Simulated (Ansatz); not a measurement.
The calculation's input:

```
crystal:
  periodic: [false, false, false]
  atoms:
    - symbol: C
      position_ang: [0.488019, 0.086817, 0.525561]
    - symbol: C
      position_ang: [-0.206846, 1.999895, -1.798674]
    - symbol: F
      position_ang: [1.674978, -0.112559, -2.062218]
    - symbol: F
      position_ang: [-2.331380, 1.827827, 0.073609]
    - symbol: Si
      position_ang: [0.261415, 0.245527, -1.316652]
    - symbol: Si
      position_ang: [-1.961882, 2.484581, -1.383658]
    - symbol: H
      position_ang: [-0.449362, 0.371678, 1.029462]
    - symbol: H
      position_ang: [1.287476, 0.758336, 0.878591]
    - symbol: H
      position_ang: [0.748662, -0.942327, 0.817577]
    - symbol: H
      position_ang: [-0.749986, -0.711686, -1.843480]
    - symbol: H
      position_ang: [0.496286, 2.695565, -1.308211]
    - symbol: H
      position_ang: [-0.068055, 2.115166, -2.889023]
    - symbol: H
      position_ang: [-2.922391, 1.928915, -2.373341]
    - symbol: H
      position_ang: [-2.133297, 3.956904, -1.260662]
basis:
  gaussian: {orbitals: def2-SVPD}
hamiltonian: {xc: pbe0}
output: {forces: true, orbitals: {seedname: orbitals}}
```

Run with:

```sh
ansatz run input.yaml --threads 4 --pin off --max-ram 7830MiB --events-out events.jsonl --progress --plain --runs-dir runs
```

Geometry: B3LYP-D3(BJ)/def2-SVP.

All numbers below come from isolated molecule in a Gaussian basis; Kohn-Sham density functional theory, functional PBE0 (Ansatz 0.2.0).

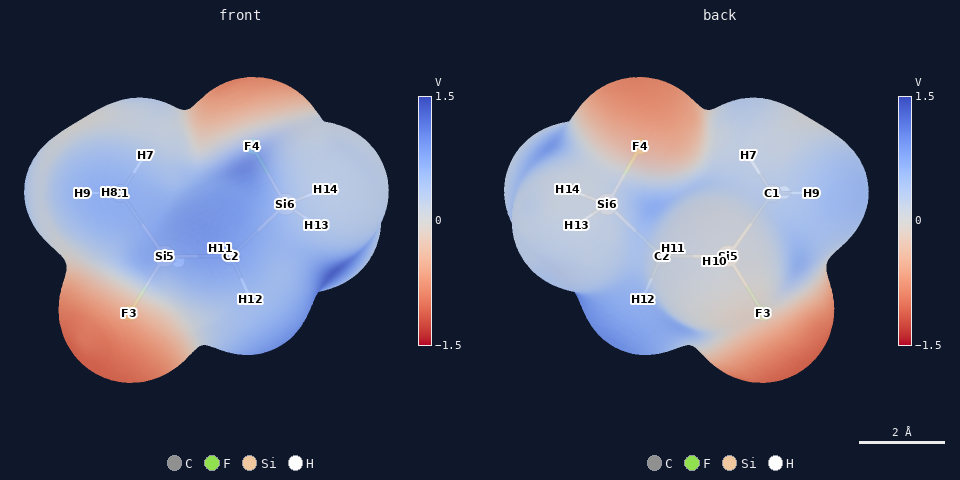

C2H8F2Si2. The electrostatic potential painted on the density surface at 0.001 e/bohr³, seen from the front and from behind; red is negative and blue positive.

> Which sites attract a positive test charge, and which a negative one?

A positive charge is drawn to the negative regions and a negative charge to the positive ones. The most negative region (about −1.1 V) lies over F3, the most positive (about +1.2 V) over Si6.
